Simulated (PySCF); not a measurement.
# C4H10B2FN: electronic excitations

What electronic excitations should C4H10B2FN (`BBN1CC[C@@H](F)C1`) show?

The runs use PySCF 2.14.0, with density-fitted response routines of our own; the level of theory stands in each step. All values are computed, except where a source is named. Atoms count from 0, in the outputs and in this text.

## 1. The starting structure

18 atoms, charge 0, multiplicity 1; geometry from: GFN2-xTB.

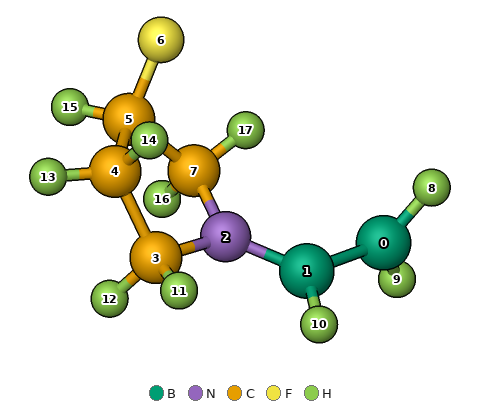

As it starts; boron teal, nitrogen purple, carbon amber, fluorine yellow, hydrogen green, atoms numbered; sticks join atoms by distance.

## 2. TDDFT and polarisability: PBE0/def2-SVPD

Job settings and geometry (Å):

```
{"job": {"kind": "uv", "xc": "PBE0", "basis": "def2-SVPD", "nstates": 8, "ntriplets": 3}, "charge": 0, "multiplicity": 1}
B      2.942903     0.495567    -0.077940
B      1.733476    -0.623613    -0.030831
N      0.421247    -0.395446    -0.410773
C     -0.689021    -1.324918    -0.374657
C     -1.869362    -0.483451     0.120068
C     -1.575886     0.914367    -0.436551
F     -1.720932     1.866539     0.552288
C     -0.114191     0.852554    -0.914880
H      3.184138     1.210731     0.822430
H      3.675875     0.596170    -0.990983
H      1.954804    -1.721380     0.351432
H     -0.469387    -2.168225     0.277523
H     -0.898155    -1.705639    -1.384840
H     -2.832464    -0.872068    -0.203492
H     -1.859693    -0.424455     1.208754
H     -2.263641     1.218139    -1.232876
H     -0.086365     0.870364    -2.012582
H      0.457893     1.701082    -0.538508
```

Level: TDDFT PBE0/def2-SVPD, vertical, gas phase, core orbitals frozen in the response.

Launch:

```bash
$ OMP_NUM_THREADS=1 python probes_run.py task.json out
```

This one command runs all jobs of the session in turn.

The log of the run:

```text
coarse grid: 14864 points
cycle   1  E = -361.9535588960  dE =  8.353e-01  |g| = 4.840e-01  |ddm| = 6.725e+00
cycle   2  E = -361.9347427782  dE =  1.882e-02  |g| = 6.327e-01  |ddm| = 1.805e+00
cycle   3  E = -362.0051075138  dE = -7.036e-02  |g| = 7.809e-02  |ddm| = 8.360e-01
cycle   4  E = -362.0062206037  dE = -1.113e-03  |g| = 2.549e-02  |ddm| = 1.534e-01
cycle   5  E = -362.0063798780  dE = -1.593e-04  |g| = 5.837e-03  |ddm| = 5.922e-02
cycle   6  E = -362.0063872446  dE = -7.367e-06  |g| = 1.999e-03  |ddm| = 1.549e-02
final grid: 143568 points
cycle   7  E = -362.0568687160  dE = -4.852e-05  |g| = 9.811e-03  |ddm| = 1.836e-01
cycle   8  E = -362.0568431609  dE =  2.556e-05  |g| = 1.467e-02  |ddm| = 4.082e-02
cycle   9  E = -362.0568923125  dE = -4.915e-05  |g| = 1.536e-03  |ddm| = 2.187e-02
cycle  10  E = -362.0568928537  dE = -5.412e-07  |g| = 3.042e-04  |ddm| = 2.885e-03
cycle  11  E = -362.0568928713  dE = -1.758e-08  |g| = 1.005e-04  |ddm| = 9.068e-04
cycle  12  E = -362.0568928734  dE = -2.089e-09  |g| = 3.774e-05  |ddm| = 2.469e-04
cycle  13  E = -362.0568928736  dE = -2.642e-10  |g| = 8.178e-06  |ddm| = 7.376e-05
converged SCF energy = -362.0568928736

Static polarisability (au): isotropic 82.869, principal 69.226 79.733 99.649

Singlet excitations
state   eV       nm        f      main configurations
  1   4.6204    268.3   0.00108   H->L 0.98
  2   4.6730    265.3   0.00553   H-1->L 0.96
  3   6.0566    204.7   0.00012   H-2->L 0.38, H-3->L 0.36, H-4->L 0.24
  4   6.4403    192.5   0.00184   H-1->L+1 0.93
  5   6.5561    189.1   0.23953   H->L+1 0.94
  6   7.0241    176.5   0.01308   H->L+2 0.63, H-4->L 0.17, H-3->L 0.12
  7   7.0699    175.4   0.01116   H-4->L 0.38, H->L+2 0.29, H-3->L 0.24
  8   7.1886    172.5   0.01180   H-2->L 0.60, H-3->L 0.22, H-4->L 0.17

Triplet excitations (Tamm-Dancoff, eV): 3.8033 4.4289 5.1968
```

Wall time 55 s (1 thread of Arm Neoverse V2, shared host); peak memory 0.97 GiB.

The orbitals next to the gap, with their largest atomic shares:

| orbital | eV | atoms |
| --- | --- | --- |
| HOMO−3 | -9.62 | B0 19 %, F6 18 %, C5 13 % |
| HOMO−2 | -9.52 | F6 21 %, B0 16 %, C5 14 % |
| HOMO−1 | -7.99 | B1 31 %, B0 31 %, H10 12 % |
| HOMO | -7.47 | N2 47 %, B1 11 %, C3 8 % |
| LUMO | -1.56 | B0 52 %, B1 15 %, H9 10 % |
| LUMO+1 | 0.03 | B1 31 %, B0 15 %, N2 14 % |
| LUMO+2 | 0.63 | B1 20 %, B0 11 %, C4 10 % |

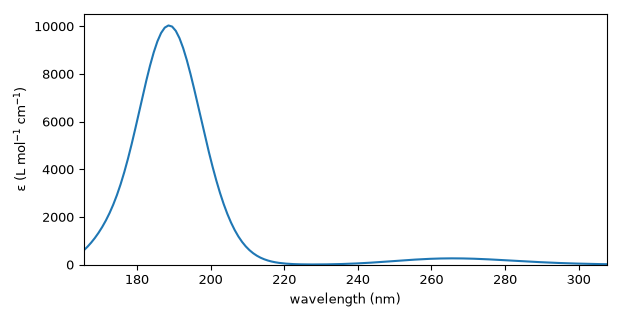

Absorption spectrum: each of the 8 states is a Gaussian band of 0.4 eV half-width at 1/e. Beyond the last state computed it falls off for lack of states.

Further results of this job:

| property | computed |
| --- | --- |
| dipole moment (D) | 2.59 |
| polarisability (Å³) | 12.28 |
| HOMO–LUMO gap (eV) | 5.91 |
| −ε(HOMO) (eV) | 7.47 |

## 3. What came out

```
                                quantity                        value
         lowest singlet (PBE0/def2-SVPD)  4.62 eV (268 nm), f = 0.001
brightest single state of those computed  state 5, 6.56 eV, f = 0.240
                          lowest triplet                      3.80 eV
```

In words: The first singlet state (HOMO→LUMO 0.98) lies at 4.62 eV and is weak; of the 8 states computed, the strongest absorption comes from state 5 at 6.56 eV. The lowest triplet lies 0.82 eV below the lowest singlet (triplets in Tamm-Dancoff, singlets in full TDDFT).
